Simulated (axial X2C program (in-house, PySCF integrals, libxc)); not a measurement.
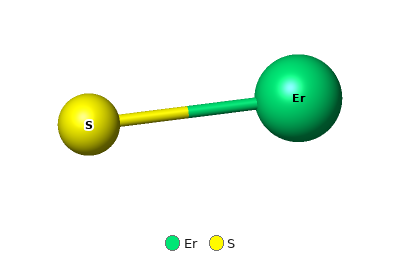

**Figure 1.** The molecule at the reference distance of 2.263 Å.

**Relativistic diatomic calculation, with input and output: ErS**

ErS, single determinant with M_S = 2 and |Λ| = 0. Computed at this level: TPSS, spin-free X2C-1e, Er dyall-cv3z, S dyall-av3z (cores contracted) (axial X2C program (in-house, PySCF integrals, libxc)).

### Input
```
{"zs": [68, 16], "q": 0, "bas": ["dyall-cv3z", "dyall-av3z"], "levels": ["PBE0", "HF", "BLYP", "TPSS", "r2SCAN"], "cc": true, "r0": 2.27, "thr": -2.0, "nmax": 140}
```

The line is the task of a batch: nuclear charges, charge, bases, the levels to run, a first guess of the distance and further settings. This report covers TPSS without spin-orbit coupling. The log is that of the reference distance 2.263 Å.

Hardware: 2 CPU threads, shared host.

The run was one of a batch that the task file lists, launched with:
```bash
python <driver script> task.json out
```

### The program's output
```
spin-free X2C-1e  TPSS
basis functions 244  fitting functions 1209  grid points 5080
iter        total energy     max residual
   1     -13485.148330948     1.27e-01
   2     -13485.064052188     7.23e-02
   3     -13484.763074584     2.04e-01
   4     -13485.072130425     5.93e-02
   5     -13485.062811549     7.33e-02
   6     -13485.059097614     7.47e-02
   7     -13485.142564341     3.26e-02
   8     -13485.145482608     3.11e-02
   9     -13485.159607458     1.19e-02
  10     -13485.162087510     1.75e-03
  11     -13485.162141227     4.25e-04
  12     -13485.162142238     1.52e-04
  13     -13485.162142598     2.92e-05
  14     -13485.162142605     1.36e-05
  15     -13485.162142607     1.34e-06
converged
one-electron -18992.04314293  Coulomb 5559.87162922  exact exchange 0.00000000  xc functional -307.40724643  nuclear repulsion 254.41661753
```

### The points of the curve

```csv
R (Å),E (hartree),"dipole (D; origin at the first atom, positive when the second is positive)",highest filled (eV),lowest empty (eV)
1.969,−13485.109187,−4.33,−3.80,−4.94
2.059,−13485.138101,−4.76,−3.92,−5.22
2.127,−13485.151290,−5.07,−4.01,−5.39
2.195,−13485.158888,−5.35,−4.09,−5.53
2.263,−13485.162143,−5.61,−4.16,−5.63
2.342,−13485.161809,−5.91,−4.25,−5.72
2.421,−13485.158272,−6.18,−4.32,−5.76
2.523,−13485.150624,−6.52,−4.41,−5.76
2.648,−13485.138597,−6.92,−4.51,−5.72
2.829,−13485.119312,−7.49,−4.61,−5.58
3.078,−13485.094042,−8.28,−4.34,−5.36
3.394,–,–,−4.04,−5.11
```

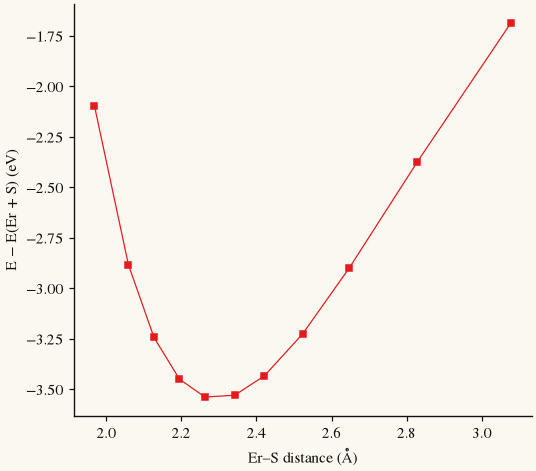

**Figure 2.** Energy at 11 bond lengths, for one set of occupations held fixed; the line joins the points. A polynomial of degree 6 through 9 points gives rₑ = 2.295 Å, ωₑ = 415.7 cm⁻¹, ωₑxₑ = 1.4 cm⁻¹ and Bₑ = 0.1194 cm⁻¹. The minimum lies 3.55 eV below Er + S, each computed as one determinant at the same level. 1 further points did not converge.

### Summary

- outcome: converged
- bond length rₑ: 2.295 Å
- ωₑ: 415.7 cm⁻¹
- energy at the minimum: −13485.16247 hartree
- depth below the fragments: 3.55 eV
- largest ⟨S²⟩ along the curve: 6.02
- wall time: 84 s (CPU time 2.8 min)

### Notes

To bear in mind: some points did not converge; at every distance an empty level lies below a filled one, since the occupations are held fixed.
